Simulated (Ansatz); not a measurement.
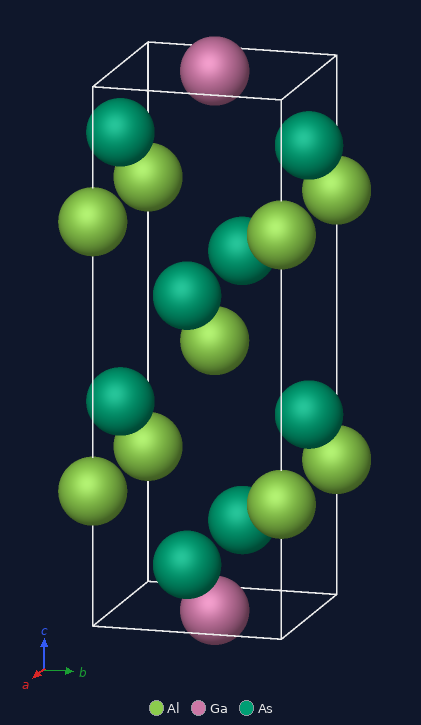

Spheres-only drawing of the structure, looking slightly off an axis. The lines enclose the simulation cell; boundary atoms appear with their images.

```
CELL_PARAMETERS angstrom
4.05548 0.00000 0.00000
0.00000 4.05548 0.00000
0.00000 0.00000 11.45583
ATOMIC_POSITIONS crystal
Al 0.00000 0.00000 0.74976
Al 0.00000 0.00000 0.25024
Al 0.50000 0.50000 0.50000
Ga 0.50000 0.50000 0.00000
As 0.50000 0.00000 0.87413
As 0.00000 0.50000 0.12587
As 0.50000 0.00000 0.37511
As 0.00000 0.50000 0.62489
```

All computed values are from Ansatz 0.2.0, DFT PBE, scalar-relativistic, plane waves, PAW. Settings: plane-wave cutoff 420 eV, an 8×8×4 k-point grid, Gaussian smearing of 0.02 eV, no spin polarisation.

Q: Give the Bader charge of each element.

A: Al +1.95 e; Ga +0.69 e; As -1.94 to -1.32 e. The transfer is large, as in an ionic solid.

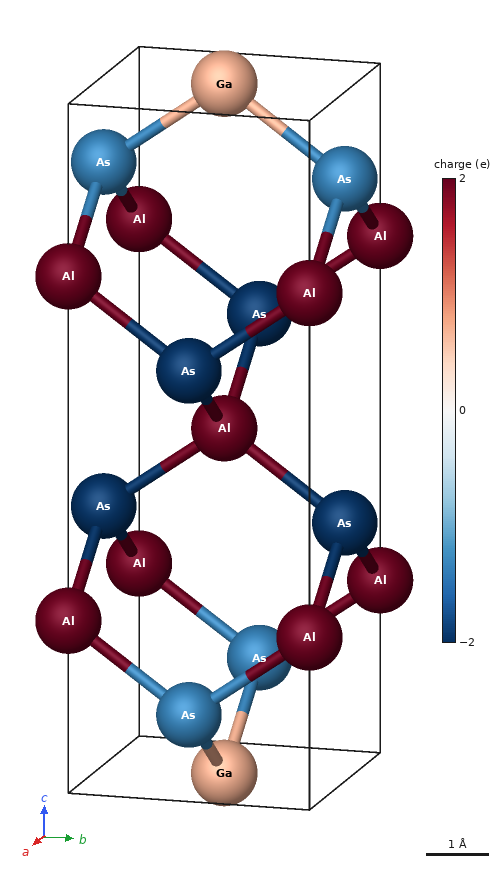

The atoms coloured by those charges.

The structure comes from a structure type filled with these elements by a generator (whether the compound takes this form wasn't checked). Earlier steps of the study, as a rule a relaxation of our own, may have changed the cell and positions, so they can lie some per cent off the listed ones. Ansatz was used for an electronic-structure calculation on it.
